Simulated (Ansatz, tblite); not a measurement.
# Sn20H30 bond disc (InSn19H30): removing and adding an electron

Aim: the energy of removing and adding an electron for Sn20H30 bond disc (InSn19H30), by energy differences, and how well orbital energies stand in for it.

Computed with Ansatz 0.2.0, Gaussian basis. Level: as each input shows.

Plan: charge +1 singlet, at the geometry of the doublet (PBE0-D4/def2-SVP, PBE-D4/def2-SVP, BHLYP-D4/def2-SVP); charge -1 singlet, at the geometry of the doublet (PBE0-D4/def2-SVP, PBE-D4/def2-SVP, BHLYP-D4/def2-SVP); the starting doublet's energies come from earlier runs.

3 further runs of the same task are left out: 3 for a known fault of the program.

### 1 The relaxed structure

The doublet was relaxed beforehand with PBE-D4/def2-SVP.

50 atoms, charge 0, spin multiplicity 2.

Atoms are counted from 1 here; the program's logs count them from 0.

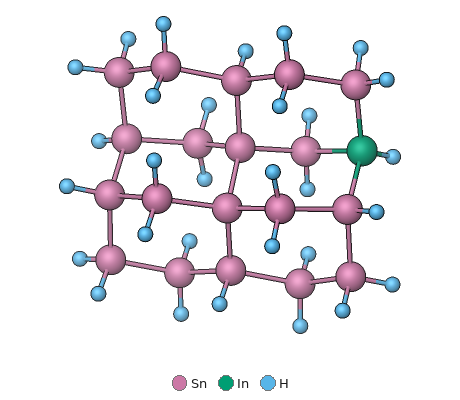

The geometry (tin pink, indium teal, hydrogen blue).

In, Sn take a core potential in the def2 sets. No spin-orbit coupling is included.

### 2 Charge +1 singlet at the fixed geometry, PBE0-D4/def2-SVP

The input, in.yaml:

```yaml
crystal:
  periodic: [false, false, false]
  atoms:
    - {symbol: Sn, position_ang: [-2.510453, -2.509711, -0.875935]}
    - {symbol: Sn, position_ang: [-5.737422, 0.868357, -0.876576]}
    - {symbol: Sn, position_ang: [-2.568571, 0.689371, 2.454104]}
    - {symbol: Sn, position_ang: [-2.325027, 3.974763, -0.853269]}
    - {symbol: Sn, position_ang: [0.820429, -5.770305, -0.825536]}
    - {symbol: Sn, position_ang: [0.745846, -2.748590, 2.432771]}
    - {symbol: In, position_ang: [4.220565, -2.402390, -0.803175]}
    - {symbol: Sn, position_ang: [0.797512, 0.728675, -0.455064]}
    - {symbol: Sn, position_ang: [0.904605, 4.301148, 2.460613]}
    - {symbol: Sn, position_ang: [4.303641, 0.883155, 2.569802]}
    - {symbol: Sn, position_ang: [-4.211677, -0.900501, -2.444129]}
    - {symbol: Sn, position_ang: [-0.979517, -4.305509, -2.419041]}
    - {symbol: Sn, position_ang: [-0.917329, -1.024736, 0.928188]}
    - {symbol: Sn, position_ang: [-0.522473, 2.378209, -2.355506]}
    - {symbol: Sn, position_ang: [-4.027794, 2.402585, 0.753376]}
    - {symbol: Sn, position_ang: [-0.768008, 5.732146, 0.707644]}
    - {symbol: Sn, position_ang: [2.413044, -0.610878, -2.383718]}
    - {symbol: Sn, position_ang: [2.511994, -4.081379, 0.674692]}
    - {symbol: Sn, position_ang: [5.798115, -0.693193, 0.773198]}
    - {symbol: Sn, position_ang: [2.472506, 2.413709, 1.071170]}
    - {symbol: H, position_ang: [-3.551702, -3.446069, 0.166069]}
    - {symbol: H, position_ang: [-6.821457, -0.038706, 0.131912]}
    - {symbol: H, position_ang: [-6.704733, 1.917556, -1.867788]}
    - {symbol: H, position_ang: [-3.687805, -0.267755, 3.378196]}
    - {symbol: H, position_ang: [-1.617068, 1.607133, 3.581027]}
    - {symbol: H, position_ang: [-3.293613, 4.879168, -1.990582]}
    - {symbol: H, position_ang: [-0.139728, -6.791220, 0.203220]}
    - {symbol: H, position_ang: [1.734637, -6.821649, -1.866430]}
    - {symbol: H, position_ang: [-0.305890, -3.836955, 3.291372]}
    - {symbol: H, position_ang: [1.554494, -1.776958, 3.626870]}
    - {symbol: H, position_ang: [4.817596, -3.007676, -2.351996]}
    - {symbol: H, position_ang: [-0.063851, 3.498914, 3.654805]}
    - {symbol: H, position_ang: [1.954047, 5.404888, 3.298469]}
    - {symbol: H, position_ang: [3.364825, -0.050690, 3.691676]}
    - {symbol: H, position_ang: [5.256735, 1.994536, 3.508226]}
    - {symbol: H, position_ang: [-5.261325, -1.918037, -3.384516]}
    - {symbol: H, position_ang: [-3.261711, 0.022709, -3.565056]}
    - {symbol: H, position_ang: [-2.087880, -5.344335, -3.266550]}
    - {symbol: H, position_ang: [-0.137484, -3.375471, -3.618800]}
    - {symbol: H, position_ang: [-1.315906, 1.447095, -3.586720]}
    - {symbol: H, position_ang: [0.658901, 3.388135, -3.133983]}
    - {symbol: H, position_ang: [-4.957009, 3.520941, 1.718553]}
    - {symbol: H, position_ang: [-1.824575, 6.794937, 1.588247]}
    - {symbol: H, position_ang: [0.206867, 6.715210, -0.340727]}
    - {symbol: H, position_ang: [1.427904, -1.491398, -3.523751]}
    - {symbol: H, position_ang: [3.293846, 0.558059, -3.336245]}
    - {symbol: H, position_ang: [3.398434, -5.148691, 1.740696]}
    - {symbol: H, position_ang: [6.924294, -1.570178, 1.772579]}
    - {symbol: H, position_ang: [6.752217, 0.460200, -0.114256]}
    - {symbol: H, position_ang: [3.332755, 3.315485, -0.151225]}
basis:
  gaussian: {orbitals: def2-SVP, fitting: {mean_field: def2-universal-jkfit}}
total_charge: 1
hamiltonian: {xc: pbe0, dispersion: d4}
scf: {omitted_lower_state_checks: [starts]}
output: {orbitals: {seedname: orbitals}}
```

On the command line:

```bash
> ansatz run in.yaml --threads 4 --pin off --events-out ev --progress --plain --max-ram 46080MiB --backend cuda --devices 0, --max-vram 37GiB
```

The log of the run:

```text
Functional definition: PBE0
  name "PBE0"
  cite "Adamo & Barone, J. Chem. Phys. 110, 6158 (1999) doi:10.1063/1.478522"
  cite "Perdew, Burke & Ernzerhof, Phys. Rev. Lett. 77, 3865 (1996) doi:10.1103/PhysRevLett.77.3865"
  parent pbe
  parameter a = 0.25
  parameter kappa = 0.804
  parameter beta = 0.06672455060314922
  exchange = (1 - a)*pbe_x(kappa = kappa, mu = beta*pi^2/3) + a*exact_x
  correlation = pbe_c(beta = beta)
these checks for a lower state are left out or cut short: starts
4900 factors; integrals over basis functions are off by at most 3.4e-1 eV
mean field evaluation 1: about -116460.9131 eV, gradient 2.7e1 eV
mean field evaluation 2: about -116452.0339 eV, gradient 4.6e1 eV
mean field evaluation 4: about -116463.2348 eV, gradient 5.6e0 eV
mean field evaluation 8: about -116463.3815 eV, gradient 5.1e-1 eV
mean field evaluation 16: about -116463.3768 eV, gradient 5.2e-3 eV
mean field -116463.37680742 eV, -4279.9501559605 hartree, gradient 2.9e-5 eV, S^2 0.000000; 0 other end points of the search recorded, 0 dependent functions left out
reference -116463.37691076 eV, -4279.9501597584 hartree; 234, 234 occupied and 436, 436 virtual orbitals, 4900 factors
Total energy: -116466.41890954 eV, -4280.0619511515 hartree
Checks for a lower state left out: starts
```

It took 9 s on 1 × H100 (card shared with other runs) with 4 threads of AMD EPYC 7R13, shared host; peak host memory 1.3 GiB.

Report: HOMO -8.92 eV, LUMO -7.90 eV.

### 3 Charge +1 singlet at the fixed geometry, PBE-D4/def2-SVP

start.molden holds the orbitals of an earlier run on this state, given as this run's starting guess.

Changes to in.yaml since step 2:

```diff
@@ -54,5 +54,5 @@
 basis:
-  gaussian: {orbitals: def2-SVP, fitting: {mean_field: def2-universal-jkfit}}
+  gaussian: {orbitals: def2-SVP, fitting: {mean_field: def2-universal-jkfit}, initial_orbitals: start.molden}
 total_charge: 1
-hamiltonian: {xc: pbe0, dispersion: d4}
+hamiltonian: {xc: pbe, dispersion: d4}
 scf: {omitted_lower_state_checks: [starts]}
```

Same command.

The log of the run:

```text
Functional definition: PBE
  name "PBE"
  cite "Perdew, Burke & Ernzerhof, Phys. Rev. Lett. 77, 3865 (1996) doi:10.1103/PhysRevLett.77.3865"
  parent pbe
  parameter kappa = 0.804
  parameter beta = 0.06672455060314922
  exchange = pbe_x(kappa = kappa, mu = beta*pi^2/3)
  correlation = pbe_c(beta = beta)
these checks for a lower state are left out or cut short: starts
4900 factors; integrals over basis functions are off by at most 3.4e-1 eV
mean field evaluation 1: about -116456.4972 eV, gradient 1.3e1 eV
mean field evaluation 2: about -116457.2004 eV, gradient 6.5e-1 eV
mean field evaluation 4: about -116457.2003 eV, gradient 1.8e-1 eV
mean field evaluation 8: about -116457.2006 eV, gradient 6.5e-5 eV
mean field evaluation 16: about -116457.2006 eV, gradient 3.4e-6 eV
mean field -116457.20056695 eV, -4279.7231833098 hartree, gradient 3.4e-6 eV, S^2 0.000000; 0 other end points of the search recorded, 0 dependent functions left out
reference -116457.20070521 eV, -4279.7231883906 hartree; 234, 234 occupied and 436, 436 virtual orbitals, 4900 factors
Total energy: -116460.46855441 eV, -4279.8432796339 hartree
Checks for a lower state left out: starts
```

Wall time 8 s (1 × H100 (card shared with other runs) with 4 threads of AMD EPYC 7R13, shared host); peak host memory 1.3 GiB.

Report: HOMO -8.12 eV, LUMO -7.98 eV.

### 4 Charge +1 singlet at the fixed geometry, BHLYP-D4/def2-SVP

Changes to in.yaml since step 3:

```diff
@@ -56,3 +56,3 @@
 total_charge: 1
-hamiltonian: {xc: pbe, dispersion: d4}
+hamiltonian: {xc: {name: BHLYP}, dispersion: d4}
 scf: {omitted_lower_state_checks: [starts]}
```

Launched as before.

The log of the run:

```text
Functional definition: BHLYP
  name "BHLYP"
  cite "Becke, J. Chem. Phys. 98, 1372 (1993) doi:10.1063/1.464304"
  cite "Becke, Phys. Rev. A 38, 3098 (1988) doi:10.1103/PhysRevA.38.3098"
  cite "Lee, Yang & Parr, Phys. Rev. B 37, 785 (1988) doi:10.1103/PhysRevB.37.785"
  parameter a = 0.5
  exchange = (1 - a)*b88_x + a*exact_x
  correlation = lyp_c
these checks for a lower state are left out or cut short: starts
4900 factors; integrals over basis functions are off by at most 3.4e-1 eV
mean field evaluation 1: about -116418.8692 eV, gradient 1.2e1 eV
mean field evaluation 2: about -116419.4479 eV, gradient 5.4e-1 eV
mean field evaluation 4: about -116419.4493 eV, gradient 6.0e-2 eV
mean field evaluation 8: about -116419.4494 eV, gradient 2.2e-5 eV
mean field -116419.44937647 eV, -4278.3358526482 hartree, gradient 2.2e-5 eV, S^2 0.000000; 0 other end points of the search recorded, 0 dependent functions left out
reference -116419.44994455 eV, -4278.3358735249 hartree; 234, 234 occupied and 436, 436 virtual orbitals, 4900 factors
Total energy: -116425.28397583 eV, -4278.5502702199 hartree
Checks for a lower state left out: starts
```

Wall time 8.5 s (1 × H100 (card shared with other runs) with 4 threads of AMD EPYC 7R13, shared host); peak host memory 1.3 GiB.

Report: HOMO -9.57 eV, LUMO -7.50 eV.

### 5 Vertical ionisation energy

Charged state less starting state, doublet to singlet; the starting state's energies are those of its earlier runs.

```
            level  vertical ionisation energy (eV)  time
  PBE-D4/def2-SVP                            +6.74  18 s
 PBE0-D4/def2-SVP                            +7.14  19 s
BHLYP-D4/def2-SVP                            +7.31  27 s
```

Times add the two runs; a level without a time comes out of a correlated run.

Beside −ε(HOMO) of the starting state (over both spins):

```
            level  −ε(HOMO) (eV)  by difference (eV)  mismatch (eV)
  PBE-D4/def2-SVP           5.34                6.74          -1.41
 PBE0-D4/def2-SVP           6.21                7.14          -0.93
BHLYP-D4/def2-SVP           6.88                7.31          -0.43
```

### 6 Charge -1 singlet at the fixed geometry, PBE0-D4/def2-SVP

Changes to in.yaml since step 4:

```diff
@@ -54,5 +54,5 @@
 basis:
-  gaussian: {orbitals: def2-SVP, fitting: {mean_field: def2-universal-jkfit}, initial_orbitals: start.molden}
-total_charge: 1
-hamiltonian: {xc: {name: BHLYP}, dispersion: d4}
+  gaussian: {orbitals: def2-SVP, fitting: {mean_field: def2-universal-jkfit}}
+total_charge: -1
+hamiltonian: {xc: pbe0, dispersion: d4}
 scf: {omitted_lower_state_checks: [starts]}
```

Same command.

The log of the run:

```text
Functional definition: PBE0
  name "PBE0"
  cite "Adamo & Barone, J. Chem. Phys. 110, 6158 (1999) doi:10.1063/1.478522"
  cite "Perdew, Burke & Ernzerhof, Phys. Rev. Lett. 77, 3865 (1996) doi:10.1103/PhysRevLett.77.3865"
  parent pbe
  parameter a = 0.25
  parameter kappa = 0.804
  parameter beta = 0.06672455060314922
  exchange = (1 - a)*pbe_x(kappa = kappa, mu = beta*pi^2/3) + a*exact_x
  correlation = pbe_c(beta = beta)
these checks for a lower state are left out or cut short: starts
4900 factors; integrals over basis functions are off by at most 3.4e-1 eV
mean field evaluation 1: about -116469.8673 eV, gradient 3.5e1 eV
mean field evaluation 2: about -116464.7079 eV, gradient 5.0e1 eV
mean field evaluation 4: about -116474.0668 eV, gradient 3.5e0 eV
mean field evaluation 8: about -116474.1055 eV, gradient 3.5e-1 eV
mean field evaluation 16: about -116474.1060 eV, gradient 1.1e-4 eV
mean field -116474.10599162 eV, -4280.3444462074 hartree, gradient 3.9e-5 eV, S^2 0.000000; 0 other end points of the search recorded, 0 dependent functions left out
reference -116474.10609255 eV, -4280.3444499165 hartree; 235, 235 occupied and 435, 435 virtual orbitals, 4900 factors
Total energy: -116477.25801642 eV, -4280.4602809823 hartree
Checks for a lower state left out: starts
```

It took 6.5 s on 1 × H100 (card shared with other runs) with 4 threads of AMD EPYC 7R13, shared host; peak host memory 1.3 GiB.

HOMO -2.74 eV, LUMO 0.14 eV.

### 7 Charge -1 singlet at the fixed geometry, PBE-D4/def2-SVP

Changes to in.yaml since step 6:

```diff
@@ -54,5 +54,5 @@
 basis:
-  gaussian: {orbitals: def2-SVP, fitting: {mean_field: def2-universal-jkfit}}
+  gaussian: {orbitals: def2-SVP, fitting: {mean_field: def2-universal-jkfit}, initial_orbitals: start.molden}
 total_charge: -1
-hamiltonian: {xc: pbe0, dispersion: d4}
+hamiltonian: {xc: pbe, dispersion: d4}
 scf: {omitted_lower_state_checks: [starts]}
```

Launched as before.

The log of the run:

```text
Functional definition: PBE
  name "PBE"
  cite "Perdew, Burke & Ernzerhof, Phys. Rev. Lett. 77, 3865 (1996) doi:10.1103/PhysRevLett.77.3865"
  parent pbe
  parameter kappa = 0.804
  parameter beta = 0.06672455060314922
  exchange = pbe_x(kappa = kappa, mu = beta*pi^2/3)
  correlation = pbe_c(beta = beta)
these checks for a lower state are left out or cut short: starts
4900 factors; integrals over basis functions are off by at most 3.4e-1 eV
mean field evaluation 1: about -116466.7097 eV, gradient 1.3e1 eV
mean field evaluation 2: about -116467.3919 eV, gradient 5.9e-1 eV
mean field evaluation 4: about -116467.3865 eV, gradient 4.1e-3 eV
mean field -116467.38645347 eV, -4280.0975077352 hartree, gradient 2.1e-5 eV, S^2 0.000000; 0 other end points of the search recorded, 0 dependent functions left out
reference -116467.38658843 eV, -4280.0975126949 hartree; 235, 235 occupied and 435, 435 virtual orbitals, 4900 factors
Total energy: -116470.77426826 eV, -4280.2220076322 hartree
Checks for a lower state left out: starts
```

Wall time 5.5 s (1 × H100 (card shared with other runs) with 4 threads of AMD EPYC 7R13, shared host); peak host memory 1.3 GiB.

Report: HOMO -2.03 eV, LUMO -0.53 eV.

### 8 Charge -1 singlet at the fixed geometry, BHLYP-D4/def2-SVP

Changes to in.yaml since step 7:

```diff
@@ -56,3 +56,3 @@
 total_charge: -1
-hamiltonian: {xc: pbe, dispersion: d4}
+hamiltonian: {xc: {name: BHLYP}, dispersion: d4}
 scf: {omitted_lower_state_checks: [starts]}
```

Same command.

The log of the run:

```text
Functional definition: BHLYP
  name "BHLYP"
  cite "Becke, J. Chem. Phys. 98, 1372 (1993) doi:10.1063/1.464304"
  cite "Becke, Phys. Rev. A 38, 3098 (1988) doi:10.1103/PhysRevA.38.3098"
  cite "Lee, Yang & Parr, Phys. Rev. B 37, 785 (1988) doi:10.1103/PhysRevB.37.785"
  parameter a = 0.5
  exchange = (1 - a)*b88_x + a*exact_x
  correlation = lyp_c
these checks for a lower state are left out or cut short: starts
4900 factors; integrals over basis functions are off by at most 3.4e-1 eV
mean field evaluation 1: about -116429.7462 eV, gradient 1.2e1 eV
mean field evaluation 2: about -116430.3009 eV, gradient 4.6e-1 eV
mean field evaluation 4: about -116430.2956 eV, gradient 1.7e-3 eV
mean field -116430.29559362 eV, -4278.7344437768 hartree, gradient 1.5e-5 eV, S^2 0.000000; 0 other end points of the search recorded, 0 dependent functions left out
reference -116430.29615203 eV, -4278.7344642977 hartree; 235, 235 occupied and 435, 435 virtual orbitals, 4900 factors
Total energy: -116436.29532706 eV, -4278.9549299140 hartree
Checks for a lower state left out: starts
```

Wall time 8.5 s (1 × H100 (card shared with other runs) with 4 threads of AMD EPYC 7R13, shared host); peak host memory 1.3 GiB.

HOMO -3.31 eV, LUMO 0.91 eV.

### 9 Vertical electron affinity

Starting state less charged state (positive: the electron is bound), doublet to singlet; the starting state's energies are those of its earlier runs.

```
            level  vertical electron affinity (eV)  time
  PBE-D4/def2-SVP                            +3.56  15 s
 PBE0-D4/def2-SVP                            +3.70  17 s
BHLYP-D4/def2-SVP                            +3.70  27 s
```

Times add the two runs; a level without a time comes out of a correlated run.

Beside −ε(LUMO) of the starting state (over both spins):

```
            level  −ε(LUMO) (eV)  by difference (eV)  mismatch (eV)
  PBE-D4/def2-SVP           4.95                3.56          +1.39
 PBE0-D4/def2-SVP           4.54                3.70          +0.84
BHLYP-D4/def2-SVP           3.92                3.70          +0.23
```

### 10 Summary of results

```
                                           quantity                                value
vertical ionisation energy, functionals in def2-SVP  6.74 (PBE-D4) to 7.31 eV (BHLYP-D4)
vertical electron affinity, functionals in def2-SVP   3.56 (PBE-D4) to 3.70 eV (PBE0-D4)
```

In words: The vertical ionisation energy spans 6.74 to 7.31 eV over the functionals. −ε(HOMO) misses the level's own difference by -0.43 eV at best (BHLYP-D4) and -1.41 eV at worst (PBE-D4). The vertical electron affinity spans 3.56 to 3.70 eV over the functionals. −ε(LUMO) misses the level's own difference by +0.23 eV at best (BHLYP-D4) and +1.39 eV at worst (PBE-D4). The charged states' spins were chosen beforehand and needn't be their lowest.
